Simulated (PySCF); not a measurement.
```csv
atom,x (Å),y (Å),z (Å)
C,-1.6412,0.2018,0.5658
Si,-0.3054,-0.6412,-0.4899
Si,1.7314,0.3797,-0.1297
F,2.8826,-0.6651,-0.5735
H,-1.6899,1.2699,0.3717
H,-1.4524,0.0707,1.6277
H,-2.6227,-0.2119,0.3558
H,-0.3067,-2.0754,-0.1579
H,-0.7307,-0.5545,-1.8973
H,2.1006,0.6800,1.2528
H,2.0397,1.5486,-0.9515
```

Geometry: GFN2-xTB.

All numbers below come from PBE0/pcSseg-1, SCF density, gas phase, non-relativistic (PySCF).

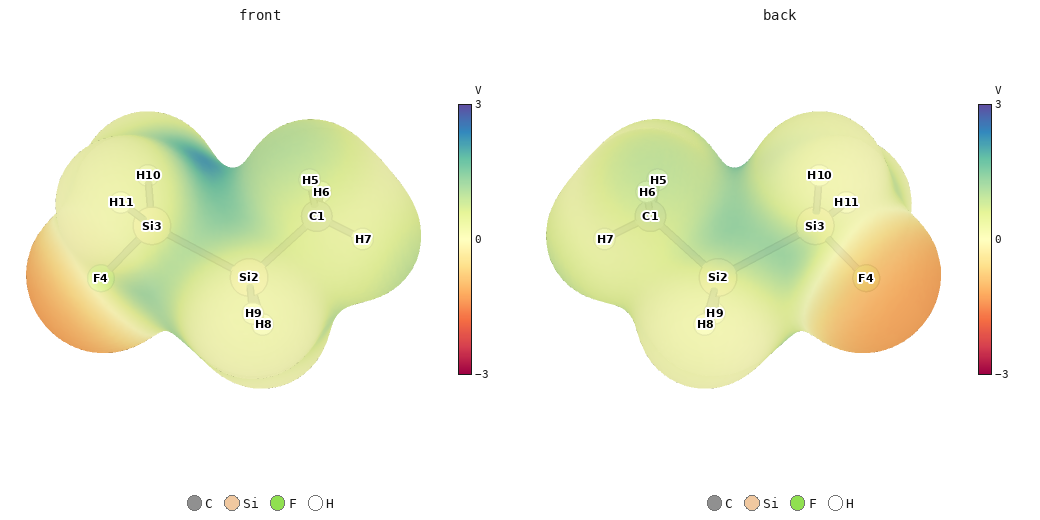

CH7FSi2 (SMILES C[SiH2][SiH2]F). The molecular electrostatic potential painted on the density surface at 0.002 e/bohr³, seen from the front and from behind; red is negative and blue positive.

**Describe the electrostatic potential map.**

The most negative region (about −1.2 V) lies over F4, the most positive (about +2.1 V) over Si3.

**How polar is the molecule by this calculation?**

Its dipole moment is 2.39 D.
